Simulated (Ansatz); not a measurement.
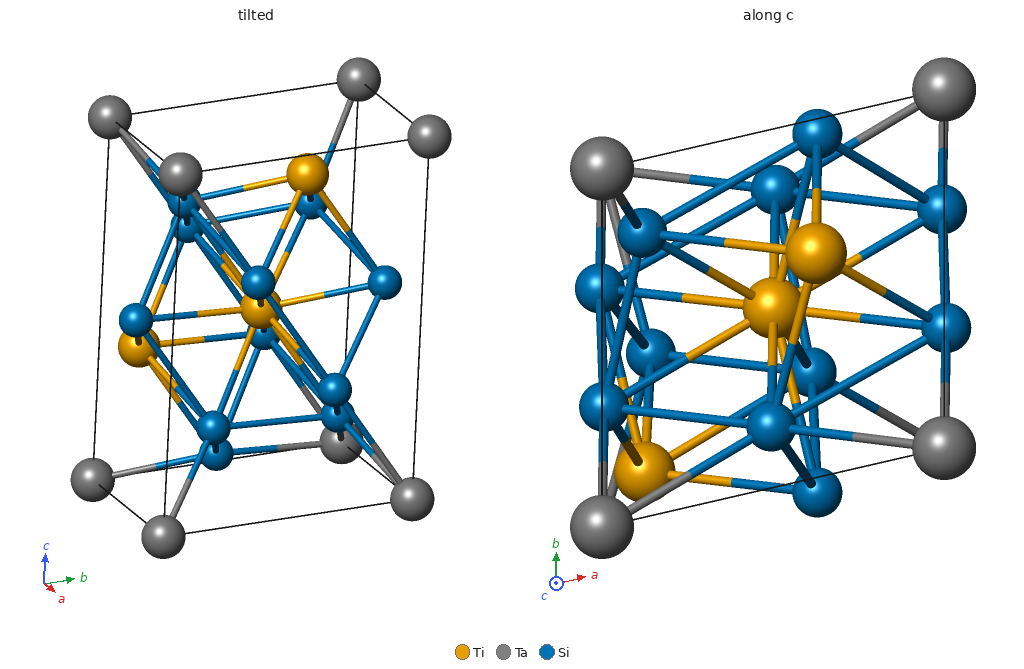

This ball-and-stick model is shown slightly off an axis and along the c axis. Lines trace the edges of the unit cell.

TaTi3Si8, a = 4.795 Å, b = 4.920 Å, c = 7.673 Å, α = 79.63°, β = 81.26°, γ = 75.76°. It goes back to a structure type filled with these elements by a generator (whether the compound takes this form wasn't checked). Earlier steps of the study, as a rule a relaxation of our own, may have changed the cell and positions, so they can lie some per cent off the listed ones. Ansatz was used for an electronic-structure calculation on it.

This one geometry was computed with Ansatz (DFT, plane waves, PAW) at three levels of theory: r2SCAN, LDA and PBE.

Question: Which level gives the highest pressure at this volume, and what does that say about its equilibrium volume?

Answer: Highest: PBE (0.0 GPa), which points to the largest equilibrium volume. Lowest, with the smallest volume: LDA (-7.3 GPa). Levels within 0.5 GPa of each other can't be told apart.

Question: How does the band gap change with the level of theory?

Answer: All levels give a metal.

Question: Collect the results in a table.

Answer:
| level | cutoff (eV) | k-mesh of the run's cell | gap (eV) | pressure (GPa) |
| --- | --- | --- | --- | --- |
| r2SCAN | 500 | 8×8×6 | metal | -2.5 |
| LDA | 420 | 8×8×6 | metal | -7.3 |
| PBE | 420 | 8×8×6 | metal | 0.0 |

Gaps are taken on the k-mesh or band path of each run.
